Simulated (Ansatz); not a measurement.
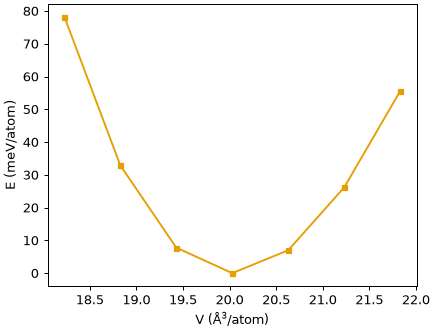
Fig. 1. SbPt (CsCl type, Pm-3m) under volume change, plane-wave PAW PBE (Ansatz code), scaled uniformly.

Q: What does a third-order Birch–Murnaghan fit give for V₀, B₀ and B′?

A: V₀ = 20.03 Å³/atom, B₀ = 129 GPa, B′ = 4.7.

A made-up cell: these elements were put on the sites of a structure type; neither database checked (COD, Materials Project) lists it. COD files the formula under space group No. 194, so this cell is another polymorph or a model. Whether it is the stable phase at ambient conditions was not checked. The cell was relaxed with PBE under the symmetry of its start; whether a distortion lowers the energy is not shown. The run is not spin-polarised. Scalar-relativistic: spin–orbit coupling is off unless named, which matters more the heavier the elements.

Potentials: the earlier of the program's two PAW sets.
